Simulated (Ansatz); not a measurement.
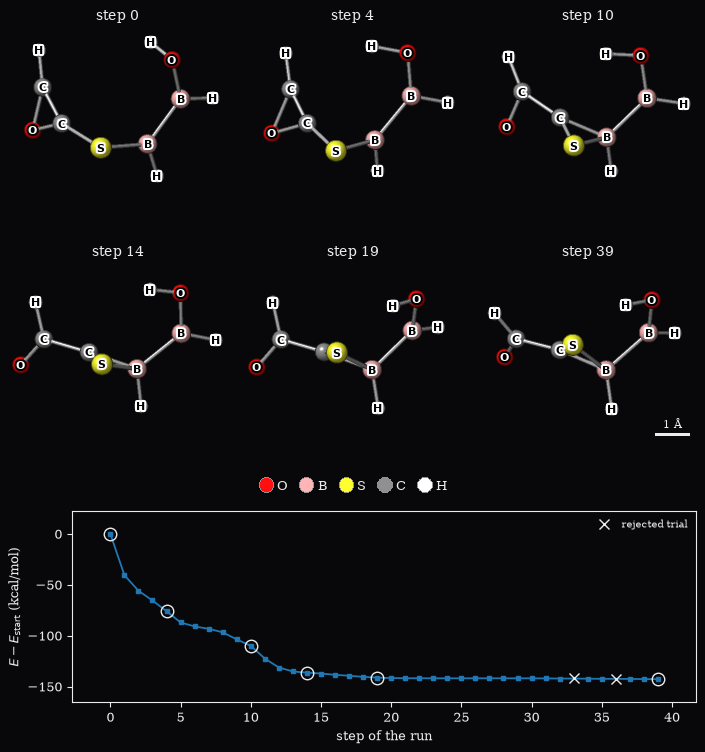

Frames of a relaxation of C$_{2}$H$_{4}$B$_{2}$O$_{2}$S, marked on the history of the run. Style: ball-and-stick. Shown face on.

The run prepares an end point of a later path (torsion) calculation, from a guessed geometry.

Computed with RKS PBE0-D4/STO-3G (Ansatz).

The input:
```yaml
crystal:
  periodic: [false, false, false]
  atoms:
    - { symbol: O, position_ang: [0.2923, -1.4704, 1.7605] }
    - { symbol: B, position_ang: [1.0361, -0.2201, 1.549] }
    - { symbol: B, position_ang: [1.4399, 0.2589, 0.0064] }
    - { symbol: S, position_ang: [1.0217, -0.7487, -1.4792] }
    - { symbol: C, position_ang: [-0.587, 0.1301, -1.6569] }
    - { symbol: C, position_ang: [-1.9019, 0.291, -1.3338] }
    - { symbol: O, position_ang: [-1.2744, 1.1888, -2.1616] }
    - { symbol: H, position_ang: [-0.6578, -1.0979, 1.7108] }
    - { symbol: H, position_ang: [1.38, 0.4439, 2.5233] }
    - { symbol: H, position_ang: [2.1075, 1.2443, -0.1084] }
    - { symbol: H, position_ang: [-2.7908, -0.0769, -0.7896] }
basis:
  gaussian: { orbitals: STO-3G }
hamiltonian:
  xc: pbe0
  dispersion: d4
relax:
  f_tol: 0.015
  max_steps: 40
```

Run as
```bash
ansatz run input.yaml --threads 1 --pin off --max-ram 2048MiB --backend cpu --events-out ev --progress --plain --runs-dir out
```

### What happens along the run?

The relaxation stopped without meeting its thresholds, so the last structure isn't shown to be converged. It used up its limit of 40 steps. After 37 accepted moves (39 points after the start) the energy has fallen by 142.7 kcal/mol. The largest force component goes from 12 to 0.085 eV/Å. The line search rejected the trial steps at points 33, 36 of the run. The forces were under the threshold at step 27, but the run went on from there. The atom that moves furthest after the best rigid fit is H8 (1.32 Å). Largest moves by element: H 1.32 Å, S 1.20 Å, O 0.89 Å, C 0.89 Å, B 0.48 Å. Near-neighbour distances that change, for instance: S4–H8 3.622 → 1.990 Å, B3–C5 2.625 → 1.502 Å, C5–O7 1.359 → 2.431 Å, B3–S4 1.843 → 2.087 Å. New bonds form: B3–C5 (2.63 → 1.50 Å). Bonds break: C5–O7 (1.36 → 2.43 Å). Among the angles between lasting bonds that change: C5–C6–O7 59.6° → 122.6°, B3–S4–C5 90.9° → 45.5°, C5–C6–H11 148.5° → 114.7°. Groups turn about S4–C5 by about 100°, O1–B2 by about 90°, C5–C6 by about 30°. Cost: 75 s on 1 thread of Intel(R) Xeon(R) 6975P-C (Granite Rapids) (shared host), peak memory 0.17 GiB. From step 0 to 4: H atoms move most (0.51 Å), energy −75.9 kcal/mol. From step 4 to 10: C5 moves most (0.56 Å), energy −34.0 kcal/mol. From step 10 to 14: O7 moves most (0.60 Å), energy −26.4 kcal/mol. From step 14 to 19: H atoms move most (0.68 Å), energy −4.84 kcal/mol. From step 19 to 39: H11 moves most (0.73 Å), energy −1.56 kcal/mol.

```
step  E − E(0), kcal/mol  largest force component, eV/Å      note
   0                0.00                        11.7093          
   1              -40.38                         3.0913          
   2              -55.82                         2.6081          
   3              -65.33                         3.6843          
   4              -75.93                         2.3791          
   5              -86.92                         1.5775          
   6              -90.81                         1.5333          
   7              -93.17                         1.7171          
   8              -96.60                         2.0889          
   9             -103.58                         1.6697          
  10             -109.95                         2.1708          
  12             -131.20                         2.0192          
  13             -135.06                         1.2144          
  15             -137.11                         1.2088          
  16             -138.36                         0.4887          
  18             -140.37                         0.3343          
  19             -141.15                         0.5003          
  21             -141.73                         0.1795          
  22             -141.77                         0.1211          
  24             -141.79                         0.0384          
  25             -141.80                         0.0303          
  27             -141.80                         0.0129          
  28             -141.81                         0.0326          
  30             -141.83                         0.1342          
  31             -141.91                         0.2085          
  33             -141.49                         1.7606  rejected
  34             -142.18                         0.1123          
  36             -142.22                         0.8733  rejected
  37             -142.41                         0.3157          
  39             -142.71                         0.0845
```

Limits of the set-up: STO-3G is a minimal basis, so the numbers are rough.
